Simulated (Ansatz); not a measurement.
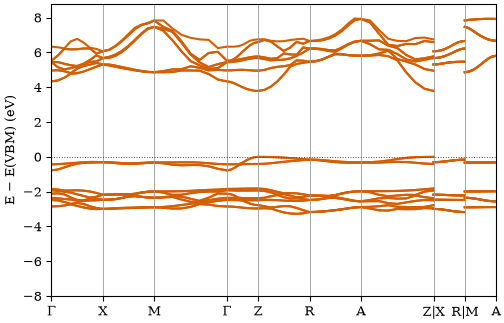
Figure. Band structure from r²SCAN with spin–orbit coupling in the plane-wave PAW code Ansatz

### Question
Read off the gap and where the band edges lie.

### Answer
About 3.8 eV (3.79 eV by a search for the band edges); maximum at Z, minimum at Z.

The material is BaHCl in space group P4/nmm (No. 129; Ba on 2c, H on 2a, Cl on 2c).

The first step of the workflow began from a Materials Project structure, measured or hypothetical; the Crystallography Open Database files this formula in space group No. 129, but the cells were not matched. Whether it is the stable phase at ambient conditions was not checked. The cell was relaxed with r²SCAN under the symmetry of its start; whether a distortion lowers the energy is not shown.

Potentials: the later of the program's two PAW sets.
